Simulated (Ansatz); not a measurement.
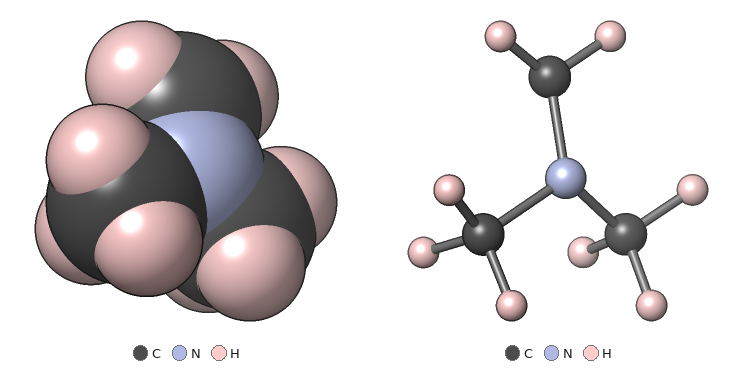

Both panels show the same species.

The species is neutral and a spin doublet.

Question: Which formula does it have?

Answer: C₃H₈N, 12 atoms: 3 carbon, 8 hydrogen and 1 nitrogen.

Question: How many sets of symmetry-equivalent atoms are there?

Answer: 7: 1 C, 1 N, 2 C, 2 H, 2 H, 2 H, 2 H.

Question: Does it have rings?

Answer: It has no ring.

More results for the same structure follow; atom numbers are the same in all pictures, views and colours differ. The geometry was computed by an optimisation with PBE0-D4/def2-TZVP.

## Electronic properties

Properties computed with UKS PBE0-D4/def2-TZVP (Ansatz 0.2.0).

Predict the main results.

- dipole moment: 1.18 D
- ⟨S²⟩ of the determinant: 0.755
- harmonic zero-point energy: 280.4 kJ/mol
- dispersion correction: −15.4 kJ/mol

## Vibrations

Harmonic vibrations computed with UKS PBE0-D4/def2-TZVP (Ansatz 0.2.0) at a stationary point of the same level.

Question: How many vibrational modes are there, and where do they lie?

Answer: 30 modes: 207, 211, 290, 367, 416, 441, 594, 871, 1060, 1079, 1114, 1137, 1163, 1346, 1404, 1435, 1451, 1471, 1482, 1488, 1490, 1540, 2973, 2979, 3084, 3085, 3133, 3135, 3163, 3278 cm⁻¹.

## Charges

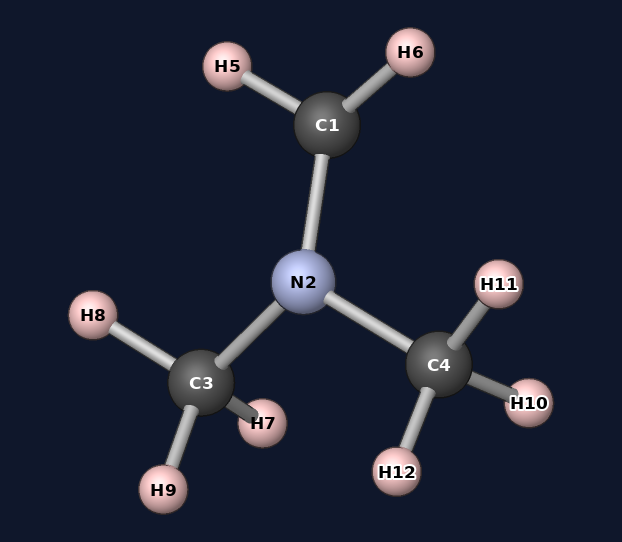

The questions are on Mulliken charges. Properties computed with UKS r2SCAN-D4/def2-TZVPP (Ansatz 0.2.0).

Question: Which atom carries the highest charge (most positive or least negative)?

Answer: H5, H6 (0.07 e).

Question: And the lowest?

Answer: C1 (−0.24 e).

Give the Mulliken charges atom by atom.

```csv
atom,value (e)
C1,−0.24
N2,−0.12
C3,−0.03
C4,−0.03
H5,0.07
H6,0.07
H7,0.04
H8,0.05
H9,0.05
H10,0.04
H11,0.05
H12,0.05
```

## Thermal motion

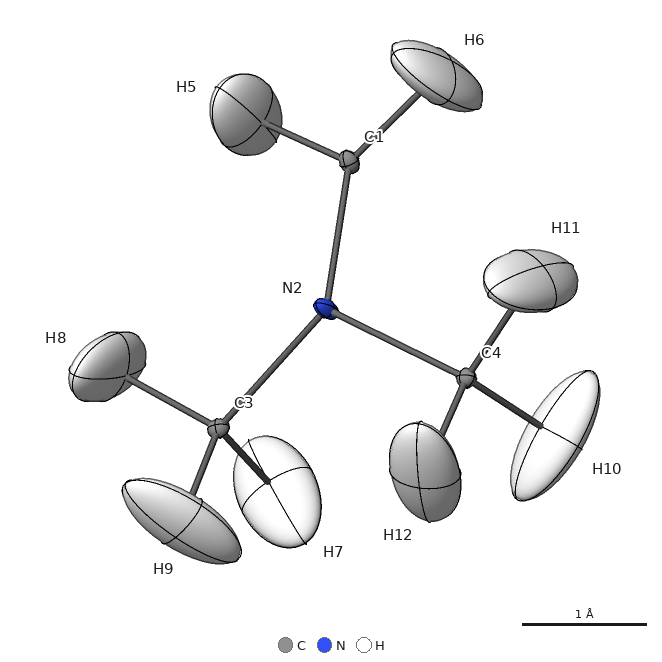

Displacement ellipsoids at the 50 % level, enlarged 1.5 times, from the internal vibrations of the free molecule (harmonic, no overall translation or rotation; no half-axis is drawn under 0.075 Å). Vibrations computed with UKS PBE0-D4/def2-TZVP (Ansatz 0.2.0). Temperature: 298 K.

List U_eq and the three principal root-mean-square amplitudes for each kind of atom.

```json
{"atom": "C1", "U_eq (Å²)": "0.0014", "rms amplitudes (Å)": "0.033, 0.036, 0.043"}
{"atom": "N2", "U_eq (Å²)": "0.0020", "rms amplitudes (Å)": "0.031, 0.031, 0.064"}
{"atom": "C3, C4", "U_eq (Å²)": "0.0012", "rms amplitudes (Å)": "0.028, 0.036, 0.040"}
{"atom": "H5, H6", "U_eq (Å²)": "0.0238", "rms amplitudes (Å)": "0.078, 0.131, 0.219"}
{"atom": "H7, H10", "U_eq (Å²)": "0.0308", "rms amplitudes (Å)": "0.076, 0.142, 0.258"}
{"atom": "H8, H11", "U_eq (Å²)": "0.0280", "rms amplitudes (Å)": "0.079, 0.128, 0.248"}
{"atom": "H9, H12", "U_eq (Å²)": "0.0272", "rms amplitudes (Å)": "0.078, 0.127, 0.244"}
```

Mulliken values depend strongly on the basis set and can even reverse the polarity of a bond.
